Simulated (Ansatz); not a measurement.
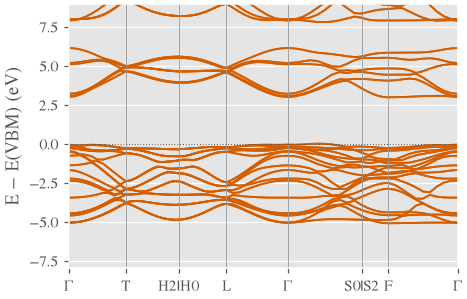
Fig. 1. Band structure from the program Ansatz at the r²SCAN with spin–orbit coupling level (PAW)

Problem. Read off the gap and where the band edges lie.

Solution. About 3.0 eV (2.97 eV by a search for the band edges); maximum on the Γ–S0 line, 42 % of the way from Γ, minimum at F.

The material is LiNbO3 in space group R-3c (No. 167; Li on 6a, Nb on 6b, O on 18e).

The workflow started from a Materials Project entry (that database holds measured and hypothetical structures alike); the Crystallography Open Database files this formula in space group No. 167, but the cells were not matched. It is not the phase usual at ambient conditions (space group No. 161). Symmetry was held in the r²SCAN relaxation; its stability against distortions is not shown here. No spin polarisation was allowed.

Potentials: the later of the program's two PAW sets.
